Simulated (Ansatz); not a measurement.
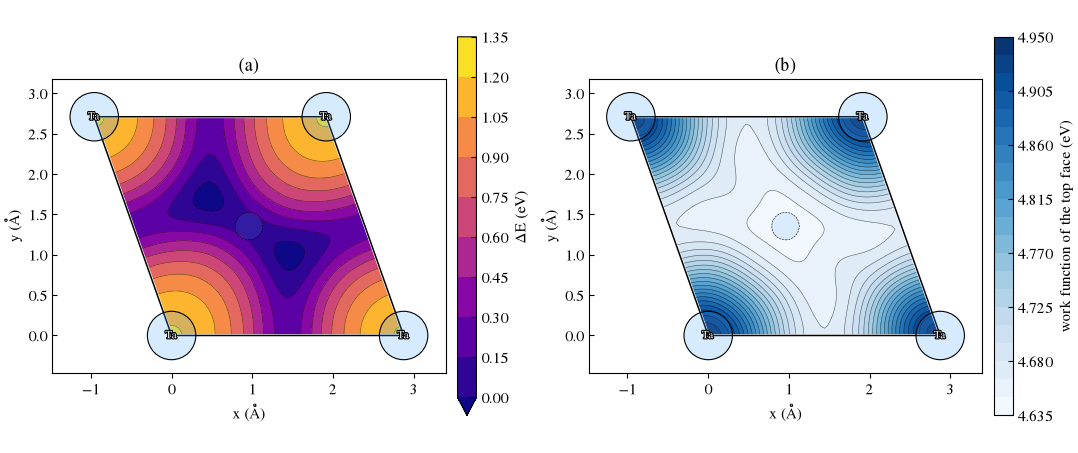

H on a Ta(110) slab cut from the Im-3m phase, its upper half relaxed before the scan (12 atoms of substrate and one adsorbate in a 2 × 2 cell). 
- H is moved over the surface cell; relaxed at each place: the height of the adsorbate's atoms; substrate rigid; the origin of the map has the adsorbate above Ta9.
- Places are given modulo a cell vector. The map is drawn in real space over the plane of the surface.
- Grid: 6 × 6 points; 13 points were computed and 23 follow by symmetry.
- Places are given in fractions of the 1 × 1 surface cell.
- Energies are in eV, from the lowest grid point.
- The calculation used DFT PBE, scalar-relativistic, plane waves, PAW (Ansatz). Settings: cutoff 420 eV, k-mesh 5×5×1, gaussian smearing 0.1 eV, no spin polarisation.

Panel (a) is the energy; panel (b) is the computed work function of the top face, in eV.

The picture shows filled contours, labelled circles for the atoms of the top layer and small ones for the second layer, the outline of one cell of the plane. Between grid points the surface is interpolated.

How does the work function of the top face vary over the map, and what is it at the lowest grid point?

It runs from 4.65 eV at a bridge site between two Ta atoms, over a second-layer Ta atom, (3/6, 3/6) of the cell vectors to 4.95 eV at the top site over a surface Ta atom, (0/6, 0/6) of the cell vectors. At the lowest grid point, (2/6, 4/6) of the cell vectors [nearest 1 Ta at 1.91 Å], it is 4.66 eV.

| second ↓, first → | 0/6 | 1/6 | 2/6 | 3/6 | 4/6 | 5/6 |
| --- | --- | --- | --- | --- | --- | --- |
| 5/6 | 4.87 | 4.78 | 4.68 | 4.66 | 4.72 | 4.83 |
| 4/6 | 4.72 | 4.68 | 4.66 | 4.65 | 4.67 | 4.72 |
| 3/6 | 4.67 | 4.66 | 4.65 | 4.65 | 4.65 | 4.66 |
| 2/6 | 4.72 | 4.72 | 4.67 | 4.65 | 4.66 | 4.68 |
| 1/6 | 4.87 | 4.83 | 4.72 | 4.66 | 4.68 | 4.78 |
| 0/6 | 4.95 | 4.87 | 4.72 | 4.67 | 4.72 | 4.87 |

PAW datasets: the set soft_1.
